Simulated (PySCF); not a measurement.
```xyz
13

N    -2.2958    0.0862    1.6661
C    -1.7425   -0.0188    0.6707
C    -0.9956   -0.1057   -0.5687
C     0.2497   -0.9918   -0.3649
C     1.3095   -0.1237    0.3091
Si    0.9039    1.6157   -0.3929
O    -0.5838    1.1793   -0.9628
H    -1.6574   -0.5070   -1.3479
H     0.6002   -1.3072   -1.3495
H    -0.0048   -1.8793    0.2166
H     1.1609   -0.1182    1.3915
H     2.3094   -0.5060    0.1193
H     0.7418    2.6770    0.5957
```

Geometry: GFN2-xTB.

The calculation used UKS B3LYP, pcH-1 on C H N O Si, non-relativistic, mean-field spin-orbit, GIAO (PySCF).

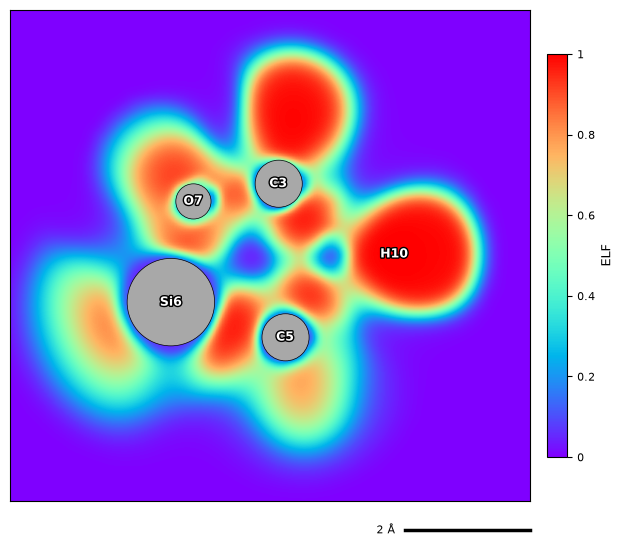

C4H6NOSi (doublet). Electron localisation function on the plane of atoms C5, Si6 and O7. Grey discs cover the atomic cores.

> Describe what can be read from this map.

Atoms in the plane: C, Si, O and H. C–O (1.41 Å): the ELF peaks at about 0.85 between the atoms: a polar covalent bond. Si–O (1.65 Å): the ELF peaks at about 0.85 between the atoms: a polar covalent bond. C–Si (1.92 Å): the ELF peaks at about 0.95 between the atoms, as expected for localised, covalent bonding. The ELF also peaks beside O7, away from the bonds: non-bonding electrons, paired or unpaired.
